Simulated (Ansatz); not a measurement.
# Phonons of LiY (built on the sites of a database entry of ScAg) against volume

Aim: how the phonons of LiY (built on the sites of a database entry of ScAg) shift with volume, and the thermal expansion that follows.

Calculated with Ansatz 0.2.0; DFT PBEsol, scalar-relativistic, plane waves, PseudoDojo norm-conserving pseudopotentials.

The structure was built from a prototype and need not be the compound's stable phase.

**1. The starting structure**

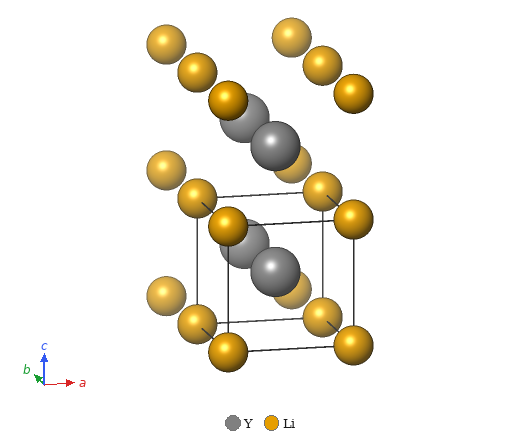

The cell as given, slightly off an axis (yttrium grey, lithium orange). 1×2×2 cells are drawn. Some periodic images of atoms are drawn too.

**2. Phonons on a q mesh**

The cell comes from relaxations at this level that are not shown. Stability and thermal properties need the whole zone. Linear response on a 2×2×2 q mesh gives force constants as far as a supercell of that size would.

input.yaml reads:

```yaml
crystal:
  lattice:
    - [3.6831851504, 0.0, 0.0]
    - [0.0, 3.6831851504, 0.0]
    - [0.0, 0.0, 3.6831851504]
  atoms:
    - { symbol: "Y", position: [0.5, 0.5, 0.5] }
    - { symbol: Li, position: [0.0, 0.0, 0.0] }
kpoints:
  mp_grid: { grid: [10, 10, 10] }
hamiltonian:
  xc: pbesol
  pseudopotentials: { kind: nc, accuracy: standard }
scf:
  occupations: { method: methfessel_paxton, width: 0.15 }
output:
  eigenvalues: true
phonons:
  method: dfpt
  qmesh: [2, 2, 2]
  temperatures: { t_max: 1000, t_step: 50 }
  qpath:
    path:
      - [[0.0, 0.0, 0.0], [0.0, 0.5, 0.0], [0.5, 0.5, 0.0], [0.0, 0.0, 0.0], [0.5, 0.5, 0.5], [0.0, 0.5, 0.0]]
      - [[0.5, 0.5, 0.5], [0.5, 0.5, 0.0]]
    npoints: 10
```

Launch:

```bash
> ansatz run input.yaml --threads 4 --pin off --max-ram 7168MiB --backend cpu --events-out ev --progress --plain --runs-dir out
```

Numbers of over 12 decimals in the logs are rounded to 6 here.

The log of the run:

```text
Engine: ansatz 0.2.0, aarch64-unknown-linux-gnu
Pseudopotentials: kind: nc
Pseudopotential: Y, nc, valence charge 11, recommended cutoff 979.609905 eV (normal), Y.nc.azcp (PseudoDojo's, or run here from an input of PseudoDojo's; its table is named by hamiltonian.pseudopotentials.accuracy)
Pseudopotential: Li, nc, valence charge 3, recommended cutoff 1006.821291 eV (normal), Li.nc.azcp (PseudoDojo's, or run here from an input of PseudoDojo's; its table is named by hamiltonian.pseudopotentials.accuracy)
Functional definition: PBEsol
  exchange = pbesol_x
  correlation = pbesol_c
Crystal: 2 atoms, lattice volume = 49.966 Å³
Basis set: ecut = 1006.821291 eV, 3695 PW (Γ), exchange–correlation on 80×80×80 points (8 copies of the dense FFT grid, shifted against one another)
Bands: 11, of which v1, the nominal top of the filled ones, is band 7 counted from 1 (6 counted from 0)
Symmetry: 48 space group operations
k-points: 56 of 1000
Non-local potential: Y, projectors of the file, l = 0: 2, l = 1: 2, l = 2: 2
Non-local potential: Li, projectors of the file, l = 0: 2, l = 1: 2
Initial density: superposition of atomic densities (chi_scale 0.1, normalization cell, long waves kept (reshape's long-wave potential 0.00 eV rms))
Initial wavefunctions: pseudopotential atomic-orbital guess
Functional: x = pbesol(κ = 0.804, μ = 0.123457), c = pbesol(β = 0.046)
SCF iter   1: F=—  HF=-1304.301064 eV  |F-HF|=—  |Δ(HF+E_count)|=         —  Δρ=2.08e-2  dr2=5.69e-1  ethr=3.10e-3  ⟨swp⟩=5.4  Hψ=3649  notcnv=0
preconditioner: auto → none  [metal: Δε(μ)=0.042 eV  Ē_g=3.428 eV  σ=0.150 eV  W_gap=0.23  n_scr=6 (ndim 8)  ℏωp=10.5 eV  f_vac=0.000  D(μ)=1.90/eV (n_scr^D=18)  sad-step TF]
SCF iter   2: F=—  HF=-1304.177140 eV  |F-HF|=—  |Δ(HF+E_count)|=   1.24e-1  S|Δr|=    0.00e0  Δρ=1.31e-2  dr2=2.35e-1  ethr=3.10e-3  ⟨swp⟩=1.6  Hψ=1133  notcnv=0
SCF iter   3: F=—  HF=-1304.096413 eV  |F-HF|=—  |Δ(HF+E_count)|=   8.07e-2  S|Δr|=    0.00e0  Δρ=1.45e-3  dr2=5.57e-4  ethr=1.68e-3  ⟨swp⟩=2.7  Hψ=1016  notcnv=0
SCF iter   4: F=—  HF=-1304.096794 eV  |F-HF|=—  |Δ(HF+E_count)|=   3.81e-4  S|Δr|=    0.00e0  Δρ=3.90e-4  dr2=3.43e-5  ethr=3.98e-6  ⟨swp⟩=2.4  Hψ=960  notcnv=0
SCF iter   5: F=—  HF=-1304.096794 eV  |F-HF|=—  |Δ(HF+E_count)|=   2.55e-7  S|Δr|=    0.00e0  Δρ=6.30e-5  dr2=3.47e-6  ethr=2.45e-7  ⟨swp⟩=2.1  Hψ=936  notcnv=0
SCF iter   6: F=—  HF=-1304.096787 eV  |F-HF|=—  |Δ(HF+E_count)|=   7.56e-6  S|Δr|=    0.00e0  Δρ=7.61e-6  dr2=3.02e-8  ethr=2.48e-8  ⟨swp⟩=2.4  Hψ=864  notcnv=0
SCF iter   7: F=—  HF=-1304.096788 eV  |F-HF|=—  |Δ(HF+E_count)|=   1.12e-6  S|Δr|=    0.00e0  Δρ=8.73e-7  dr2=6.74e-10  ethr=2.15e-10  ⟨swp⟩=2.2  Hψ=1016  notcnv=0
SCF iter   8: F=—  HF=-1304.096788 eV  |F-HF|=—  |Δ(HF+E_count)|=  2.37e-10  S|Δr|=    0.00e0  Δρ=1.25e-7  dr2=1.85e-11  ethr=4.82e-12  ⟨swp⟩=2.3  Hψ=996  notcnv=0
SCF iter   9: F=-1304.096788 eV  HF=-1304.096788 eV  |F-HF|=2.27e-13  |Δ(HF+E_count)|=  7.28e-12  S|Δr|=    0.00e0  Δρ=9.00e-9  dr2=7.32e-14  ethr=1.00e-12  ⟨swp⟩=7.3  Hψ=3151  notcnv=0
SCF 1 converged in 9 iterations: F = -1304.096788 eV  dr2 = 7.32e-14
Initial density: read from a saved state, or passed on in memory by an earlier SCF of this step, an earlier step, the calling program or the single point that the run made first
iter 1 solved again at ethr=3.65e-8 eV; its pass at ethr=3.10e-3 eV (dr2=5.11e-6 eV) is discarded
SCF iter   1: F=—  HF=-1304.096789 eV  |F-HF|=—  |Δ(HF+E_count)|=         —  Δρ=4.51e-7  dr2=5.26e-11  ethr=3.65e-8  ⟨swp⟩=4.9  Hψ=6217  notcnv=0
eigensolver tolerance schedule: the retry pair's looser diagonalisation over-reported the residual by 97185.19 of it (diagonalisation noise at an unbounded share of the residual, at the tolerance the schedule requests for it); recorded, not acted on — ethr = c·dr2/N_el stays at c = 1.0e-1
preconditioner: auto → none  [metal: Δε(μ)=0.018 eV  Ē_g=3.127 eV  σ=0.150 eV  W_gap=0.10  n_scr=6 (ndim 8)  ℏωp=10.5 eV  f_vac=0.000  D(μ)=3.20/eV (n_scr^D=26)]
SCF iter   2: F=—  HF=-1304.096788 eV  |F-HF|=—  |Δ(HF+E_count)|=   8.20e-7  S|Δr|=    0.00e0  Δρ=2.27e-7  dr2=1.33e-11  ethr=1.00e-12  ⟨swp⟩=3.7  Hψ=1441  notcnv=0
SCF iter   3: F=-1304.096788 eV  HF=-1304.096788 eV  |F-HF|=0.00e0  |Δ(HF+E_count)|=  2.96e-12  S|Δr|=    0.00e0  Δρ=1.51e-7  dr2=5.78e-12  ethr=1.00e-12  ⟨swp⟩=4.0  Hψ=1915  notcnv=0
SCF 2 converged in 3 iterations: F = -1304.096788 eV  dr2 = 5.78e-12
phonons: the bands overlap, so this run is a metal and interpolates without the dipole-dipole term. If the crystal is really an insulator or semiconductor, its LO-TO splitting is missing
NSCF: frozen V_eff on 56 k-points
NSCF: frozen V_eff on 126 k-points
DFPT response loops at q = (0, 0, 0) (fractional): preconditioner auto → Kerker (q_TF=auto, 2.207 Å⁻¹) (partly filled bands, converged f_vac=0.000); β = 1.00, the filter's whole step (`scf.mixing.beta` (0.50) is not read by the response loops under this deck's `scf.mixing.preconditioner`; to damp them name `kerker` or `kerker_dos`, under which they read `scf.mixing.beta`, and type it under 1.00, their step now; both keys bind the ground state too); Broyden in place of MSR1
NSCF: frozen V_eff on 432 k-points
DFPT response loops at q = (0, 0, -0.5) (fractional): mixed as the last ones told, above
NSCF: frozen V_eff on 432 k-points
DFPT response loops at q = (0, -0.5, -0.5) (fractional): mixed as the last ones told, above
NSCF: frozen V_eff on 252 k-points
DFPT response loops at q = (-0.5, -0.5, -0.5) (fractional): mixed as the last ones told, above
SCF converged after 9 iterations
Stability not checked: this state was not tested for a lower state beside it, because cold or Methfessel-Paxton smearing, or corrected tetrahedra, fill the levels in a way that the test cannot read (fill_not_monotonic; see scf.lower_state_search)
Free energy (F): -1304.096788 eV
Harris-Foulkes:  -1304.096788 eV  (|F-HF|=2.27e-13)
Internal energy: -1304.093150 eV  (E = F + TS)
E sigma→0 (E₀):  -1304.095878 eV
Entropy (-TS):   -0.003638 eV (-1.819 meV/atom)
Fermi energy:    6.642573 eV
--- Per-component energies (eV) ---
  E_band       = -224.788543
  E_kinetic    = 454.911179
  E_local      = -910.688106  (includes V_loc(G=0)·N_el)
  E_nonlocal   = -8.676317
  E_hartree    = 243.412440
  E_xc         = -258.571488
  E_vxc        = -247.160184  (∫ρ·V_xc dr)
  E_ewald      = -824.480857
  E_smearing   = -0.003638  (= −TS)
  E_closure    = -0.000000  (closes the sum)
  Σ components = -1304.096788   (vs F -1304.096788, Δ=0.00e0)
--- Band table (eV; the first three rows and the last of 56) ---
  k-point 0: bands = [... 3 lower, -16.1651, -16.1651, 2.3305, 6.5346, 6.5346, 10.4909, 10.4909, 10.4909]
  k-point 1: bands = [... 3 lower, -16.1631, -16.1631, 2.4544, 6.5631, 6.5845, 10.0904, 10.0904, 10.5096]
  k-point 2: bands = [... 3 lower, -16.1578, -16.1578, 2.8019, 6.5817, 6.7219, 9.4471, 9.4471, 10.5595]
  k-point 55: bands = [... 3 lower, -16.3426, -16.3426, 5.7303, 5.7303, 5.7303, 11.1890, 11.1890, 11.1890]
--- Phonons (Γ-DFPT): 2 representative perturbations + reference (Σ response iterations 6) ---
  ASR residual: 1.483e-5 → 0.000e0 eV/Å²; symmetrization residual: 1.201e-6 eV/Å²
  ASR residual per site (eV/Å²): 1.48e-5 2.81e-7
  Γ frequencies (cm⁻¹): 0.00 0.00 0.00 330.92 330.92 330.92
--- Phonons (arbitrary-q DFPT): 4 irreducible q on the 2×2×2 mesh ---
  q = [0.0000, 0.0000, 0.0000] (star 1, of the zone-centre solve; hermiticity 9.27e-7, symmetrization 5.82e-15): 0.00 0.00 0.00 330.92 330.92 330.92
  q = [0.0000, 0.0000, -0.5000] (star 3, 4 solved perturbations in 684 linear systems a pass and spin channel, the states on 216 of 1000 k-point pairs; hermiticity 8.66e-9, symmetrization 4.39e-9, the responses' own estimated error 2.1e-5 eV/Å²): 83.48 83.48 89.31 273.31 321.99 321.99
  q = [0.0000, -0.5000, -0.5000] (star 3, 4 solved perturbations in 684 linear systems a pass and spin channel, the states on 216 of 1000 k-point pairs; hermiticity 4.39e-7, symmetrization 2.11e-11, the responses' own estimated error 1.9e-5 eV/Å²): 64.27 74.09 74.09 270.99 270.99 343.50
  q = [-0.5000, -0.5000, -0.5000] (star 1, 2 solved perturbations on 126 of 1000 k-point pairs; hermiticity 2.83e-11, symmetrization 1.41e-11, the responses' own estimated error 1.9e-5 eV/Å²): 134.30 134.30 134.30 261.16 261.16 261.16
  sum rule: each row above includes the acoustic sum rule's correction from the zone centre's row sums; it moved no ω² by more than (0.21 cm⁻¹)²
  mesh force constants: q→R imaginary residual 1.54e-17; ASR residual 1.483e-5 → 0.000e0 eV/Å²; symmetrization residual 2.665e-15 eV/Å²
  interpolated dispersion: 62 rows × 6 modes
  density of states and harmonic sums: on the 18×18×18 q-mesh, interpolated from the force constants of a 2×2×2 supercell (no non-analytic term)
  largest difference from the sums on the solved wave vectors: F 8.59e-2 eV, S 1.18e-4 and C_V 3.23e-5 eV/K
  zero-point energy: 0.070835 eV/cell   skipped modes (ω ≤ 0): 3   left out of the sums: 8.57e-5 of the cell's modes: C_V's classical limit lies that fraction below 3 k_B per atom; for a crystal, a wire or a layer, F and S can be off by more, and a phonons.interpolated_qmesh denser along its periods is the remedy for the sampling
```

Run time: 47 s. Hardware: 4 threads of Arm Neoverse V2, shared host; peak memory 1.1 GiB; 3 min of CPU time.

This step gave:

| Item | Value |
| --- | --- |
| volume per atom | 24.98 Å³ |
| gap on the k-mesh | 0 eV |
| sum-rule residual before enforcement | 1.48e-5 eV/Å² |
| lowest frequency on the path | 0 cm⁻¹ |
| point group | m-3m |
| highest frequency on the path or at a solved wavevector | 343.5 cm⁻¹ |
| mean frequency | 190.5 cm⁻¹ |
| Debye temperature (second moment) | 410 K |
| logarithmic mean frequency | 152.9 cm⁻¹ |
| highest optical mode at the zone centre (no LO-TO term) | 330.9 cm⁻¹ |
| lowest optical zone-centre mode | 330.9 cm⁻¹ |
| lowest mode on the q mesh (acoustic modes at Γ apart) | 64.27 cm⁻¹ |
| zero-point energy per atom | 35.42 meV |
| heat capacity at 300 K | 22.82 J/(mol atoms K) |
| vibrational entropy at 300 K | 33.80 J/(mol atoms K) |
| edges of the widest gap between branches, on path and mesh | 134.3, 261.2 cm⁻¹ |

Frequencies (cm⁻¹) solved at each irreducible wavevector; negative means imaginary. Frequencies by wavevector, by row:

```tsv
q in reciprocal lattice units	star	mode 1	mode 2	mode 3	mode 4	mode 5	mode 6
0 0 0	1	0	0	0	330.9	330.9	330.9
0 0 -0.5	3	83.5	83.5	89.3	273.3	322	322
0 -0.5 -0.5	3	64.3	74.1	74.1	271	271	343.5
-0.5 -0.5 -0.5	1	134.3	134.3	134.3	261.2	261.2	261.2
```

Symmetry leaves 4 wavevectors to solve. The lowest mode among them, the acoustic zeros apart, lies at q = (0, -0.5, -0.5) and is real, 64.3 cm⁻¹.

**3. Relaxing at another volume, volume ratio 0.97**

The volume is scaled by 0.97 and held; symmetry leaves nothing to relax, so this is a single point. The modes can then be followed against volume.

input.yaml, the sections that differ from step 2:

```yaml
crystal:
  lattice:
    - [3.6459787162, 0.0, 0.0]
    - [0.0, 3.6459787162, 0.0]
    - [0.0, 0.0, 3.6459787162]
  atoms:
    - { symbol: "Y", position: [0.5, 0.5, 0.5] }
    - { symbol: Li, position: [0.0, 0.0, 0.0] }
output:
  forces: true
  stress: true
  eigenvalues: true
# kpoints, hamiltonian, scf: as in step 2
# phonons: removed
```

The log of the run:

```text
[...]
Crystal: 2 atoms, lattice volume = 48.467 Å³
Basis set: ecut = 1006.821291 eV, 3431 PW (Γ), exchange–correlation on 80×80×80 points (8 copies of the dense FFT grid, shifted against one another)
Bands: 11, of which v1, the nominal top of the filled ones, is band 7 counted from 1 (6 counted from 0)
Symmetry: 48 space group operations
[...]
k-points: 56 of 1000
[...]
--- Band table (eV; the first three rows and the last of 56) ---
  k-point 0: bands = [... 3 lower, -15.8077, -15.8077, 2.5599, 6.7810, 6.7810, 10.8890, 10.8890, 10.8890]
  k-point 1: bands = [... 3 lower, -15.8054, -15.8054, 2.6868, 6.8140, 6.8327, 10.4651, 10.4651, 10.9087]
  k-point 2: bands = [... 3 lower, -15.7996, -15.7996, 3.0413, 6.8456, 6.9750, 9.7939, 9.7939, 10.9610]
  k-point 55: bands = [... 3 lower, -16.0043, -16.0043, 5.9469, 5.9469, 5.9469, 11.6311, 11.6311, 11.6311]
[key lines of the parts left out:]
SCF converged after 6 iterations
Free energy (F): -1304.091996 eV
Fermi energy:    6.906883 eV
P = ⅓ Tr σ = 1.0444 GPa (10.444 kbar)
```

Elapsed: 1.2 s, on 4 threads; peak memory 0.38 GiB; 4.4 s of CPU time.

This step gave:

```yaml
pressure: 1.044 GPa
volume_per_atom: 24.23 Å³
```

The run ends at a pressure of 1.04 GPa.

**4. Phonons at the other volume, volume ratio 0.97**

The phonons are repeated at this volume on the same k and q meshes.

input.yaml, the sections that differ from step 3:

```yaml
output:
  eigenvalues: true
phonons:
  method: dfpt
  qmesh: [2, 2, 2]
  temperatures: { t_max: 1000, t_step: 50 }
  qpath:
    path:
      - [[0.0, 0.0, 0.0], [0.0, 0.5, 0.0], [0.5, 0.5, 0.0], [0.0, 0.0, 0.0], [0.5, 0.5, 0.5], [0.0, 0.5, 0.0]]
      - [[0.5, 0.5, 0.5], [0.5, 0.5, 0.0]]
    npoints: 10
# crystal, kpoints, hamiltonian, scf: as in step 3
```

The log of the run:

```text
[...]
Crystal: 2 atoms, lattice volume = 48.467 Å³
Basis set: ecut = 1006.821291 eV, 3431 PW (Γ), exchange–correlation on 80×80×80 points (8 copies of the dense FFT grid, shifted against one another)
Bands: 11, of which v1, the nominal top of the filled ones, is band 7 counted from 1 (6 counted from 0)
Symmetry: 48 space group operations
k-points: 56 of 1000
[...]
SCF iter   1: F=—  HF=-1304.290145 eV  |F-HF|=—  |Δ(HF+E_count)|=         —  Δρ=2.11e-2  dr2=5.53e-1  ethr=3.10e-3  ⟨swp⟩=5.3  Hψ=3675  notcnv=0
[...]
SCF iter   9: F=-1304.091996 eV  HF=-1304.091996 eV  |F-HF|=2.27e-13  |Δ(HF+E_count)|=  6.37e-12  S|Δr|=    0.00e0  Δρ=8.03e-9  dr2=2.12e-14  ethr=1.00e-12  ⟨swp⟩=7.1  Hψ=3155  notcnv=0
SCF 1 converged in 9 iterations: F = -1304.091996 eV  dr2 = 2.12e-14
[...]
SCF iter   3: F=-1304.091996 eV  HF=-1304.091996 eV  |F-HF|=9.09e-13  |Δ(HF+E_count)|=  6.82e-13  S|Δr|=    0.00e0  Δρ=1.71e-7  dr2=7.19e-12  ethr=1.00e-12  ⟨swp⟩=4.1  Hψ=1966  notcnv=0
SCF 2 converged in 3 iterations: F = -1304.091996 eV  dr2 = 7.19e-12
[...]
NSCF: frozen V_eff on 56 k-points
[...]
SCF converged after 9 iterations
[...]
Free energy (F): -1304.091996 eV
[...]
Internal energy: -1304.087963 eV  (E = F + TS)
E sigma→0 (E₀):  -1304.090988 eV
Entropy (-TS):   -0.004033 eV (-2.017 meV/atom)
Fermi energy:    6.906829 eV
[...]
--- Band table (eV; the first three rows and the last of 56) ---
  k-point 0: bands = [... 3 lower, -15.8079, -15.8079, 2.5599, 6.7809, 6.7809, 10.8888, 10.8888, 10.8888]
  k-point 1: bands = [... 3 lower, -15.8057, -15.8057, 2.6868, 6.8139, 6.8326, 10.4650, 10.4650, 10.9085]
  k-point 2: bands = [... 3 lower, -15.7998, -15.7998, 3.0413, 6.8455, 6.9749, 9.7938, 9.7938, 10.9608]
  k-point 55: bands = [... 3 lower, -16.0045, -16.0045, 5.9469, 5.9469, 5.9469, 11.6310, 11.6310, 11.6310]
[...]
ASR residual: 2.331e-5 → 0.000e0 eV/Å²; symmetrization residual: 1.157e-6 eV/Å²
  ASR residual per site (eV/Å²): 2.33e-5 1.45e-6
  Γ frequencies (cm⁻¹): 0.00 0.00 0.00 340.71 340.71 340.71
--- Phonons (arbitrary-q DFPT): 4 irreducible q on the 2×2×2 mesh ---
[...]
interpolated dispersion: 62 rows × 6 modes
[...]
```

Elapsed: 45 s, on 4 threads; peak memory 1.1 GiB.

This step gave:

```
sum-rule residual before enforcement                       : 2.33e-5 eV/Å²
highest frequency on the path or at a solved wavevector    : 352.4 cm⁻¹
mean frequency                                             : 195.7 cm⁻¹
Debye temperature (second moment)                          : 421 K
logarithmic mean frequency                                 : 156.9 cm⁻¹
highest optical mode at the zone centre (no LO-TO term)    : 340.7 cm⁻¹
lowest optical zone-centre mode                            : 340.7 cm⁻¹
lowest mode on the q mesh (acoustic modes at Γ apart)      : 65.22 cm⁻¹
zero-point energy per atom                                 : 36.39 meV
heat capacity at 300 K                                     : 22.72 J/(mol atoms K)
vibrational entropy at 300 K                               : 33.21 J/(mol atoms K)
edges of the widest gap between branches, on path and mesh : 138.8, 269.3 cm⁻¹
```

Frequencies (cm⁻¹) solved at each irreducible wavevector; negative means imaginary. Frequencies by wavevector, by row:

```tsv
q in reciprocal lattice units	star	mode 1	mode 2	mode 3	mode 4	mode 5	mode 6
0 0 0	1	0	0	0	340.7	340.7	340.7
0 0 -0.5	3	84.9	84.9	94.2	279.2	330.2	330.2
0 -0.5 -0.5	3	65.2	75.1	75.1	279.9	279.9	352.4
-0.5 -0.5 -0.5	1	138.8	138.8	138.8	269.3	269.3	269.3
```

The highest optical mode at the zone centre (no LO-TO term) is 340.7 cm⁻¹, +9.8 cm⁻¹ against the base run.

**5. Relaxing at another volume, volume ratio 1.03**

The volume is scaled by 1.03 and held; symmetry leaves nothing to relax, so this is a single point. The modes can then be followed against volume.

input.yaml, the sections that differ from step 4:

```yaml
crystal:
  lattice:
    - [3.7196547019, 0.0, 0.0]
    - [0.0, 3.7196547019, 0.0]
    - [0.0, 0.0, 3.7196547019]
  atoms:
    - { symbol: "Y", position: [0.5, 0.5, 0.5] }
    - { symbol: Li, position: [0.0, 0.0, 0.0] }
output:
  forces: true
  stress: true
  eigenvalues: true
# kpoints, hamiltonian, scf: as in step 4
# phonons: removed
```

The log of the run:

```text
[...]
Crystal: 2 atoms, lattice volume = 51.465 Å³
Basis set: ecut = 1006.821291 eV, 3743 PW (Γ), exchange–correlation on 80×80×80 points (8 copies of the dense FFT grid, shifted against one another)
Bands: 11, of which v1, the nominal top of the filled ones, is band 7 counted from 1 (6 counted from 0)
Symmetry: 48 space group operations
[...]
k-points: 56 of 1000
[...]
--- Band table (eV; the first three rows and the last of 56) ---
  k-point 0: bands = [... 3 lower, -16.5037, -16.5037, 2.1166, 6.3011, 6.3011, 10.1145, 10.1145, 10.1145]
  k-point 1: bands = [... 3 lower, -16.5019, -16.5019, 2.2377, 6.3256, 6.3493, 9.7355, 9.7355, 10.1324]
  k-point 2: bands = [... 3 lower, -16.4972, -16.4972, 2.5783, 6.3327, 6.4821, 9.1186, 9.1186, 10.1801]
  k-point 55: bands = [... 3 lower, -16.6643, -16.6643, 5.5248, 5.5248, 5.5248, 10.7743, 10.7743, 10.7743]
[key lines of the parts left out:]
SCF converged after 6 iterations
Free energy (F): -1304.092447 eV
Fermi energy:    6.393248 eV
P = ⅓ Tr σ = -0.9105 GPa (-9.105 kbar)
```

It took 1.2 s on 4 threads; peak memory 0.39 GiB; 4.5 s of CPU time.

This step gave:

| Item | Value |
| --- | --- |
| pressure | -0.9105 GPa |
| volume per atom | 25.73 Å³ |

The run ends at a pressure of -0.91 GPa.

[end of part 1 of 2]

[Logs are printed without paths, hosts, clocks, repeated set-up lines and the standing remarks that a program may print on its own settings, such as how far it seeks lower states.]

[Hosts, paths, dates, database ids (printed as entryN), source tags and the programs' standing remarks are cut or masked in the printed files.]
